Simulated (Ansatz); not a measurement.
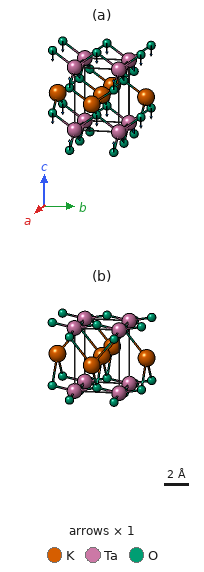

The structure of crystalline KTaO2 (a generated structure, set up in P-4m2) (coarse preliminary run) before (top) and after (bottom) a relaxation, at one scale. The blue arrows give the displacements (the part carried along by the change of the cell is left out), at their true length.

The picture is a ball-and-stick view of the cell of the calculation, seen slightly off an axis.

Computed with Ansatz 0.2.0, DFT PBE, scalar-relativistic, plane waves, PAW. Settings: plane-wave cutoff 420 eV; k-point mesh 4 × 4 × 4; occupations gaussian; smearing width 0.1 eV; collinear spin; cell and atoms relaxed; force threshold 0.04 eV/Å; at most 70 steps.

**Summarise the run.**

The energy falls by 5.117 eV per cell of the calculation in 8 accepted moves (9 points after the start). Largest force component: 5.1 eV/Å at the start, 0.01 eV/Å at the end. The pressure goes from −10.10 to −0.15 GPa. The SCF was repeated once at an unchanged geometry on a basis and grid sized afresh for the cell, which shifted the energy by 4.0 meV per cell of the calculation at most. The largest moves relative to the cell, 0.99 Å, are those of O atoms. Ta and K stay in place. The drawn cell changes as follows: a = b 3.802 → 3.835 Å (+0.9 %), c 5.366 → 5.403 Å (+0.7 %); the volume changes by +2.4 %. Near-neighbour distances that change, for instance: K–O 2.318 → 3.013 Å, O–Ta 2.336 → 1.954 Å. Among the angles between lasting bonds that change: Ta–O–Ta 108.9° → 157.8°, O–Ta–O 108.9° → 157.8°, O–K–O 110.2° → 79.0°. The space group stays P-4m2 (No. 115). The program noted that the starting moments weren't kept. The run took 2.5 min on 1 thread of Intel(R) Xeon(R) Processor @ 2.50GHz (Skylake/Cascade Lake), with other jobs on the host, peak memory 0.41 GiB.
